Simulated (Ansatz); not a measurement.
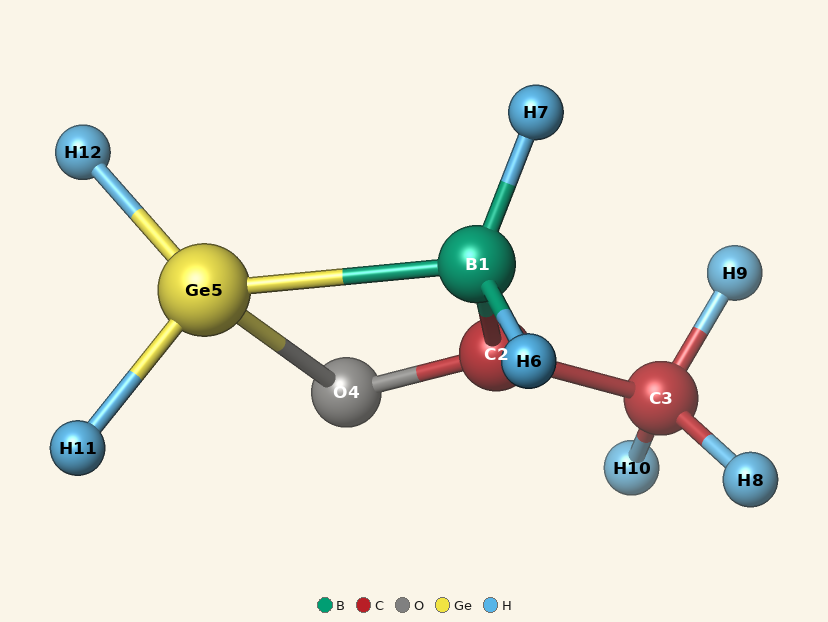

Atoms fade into the background with distance from the viewer. Computed geometry: PBE-D4/def2-SVP optimisation. No frequency run is at hand to confirm it as a minimum.

### How is the 4-membered ring B1–C2–O4–Ge5 puckered?

It is planar. The Cremer–Pople amplitude Q is 0.02 Å.

### Give the torsion angles round the ring, beginning with the bond from its second to its third atom.

2°, −1°, 1°, −2°.
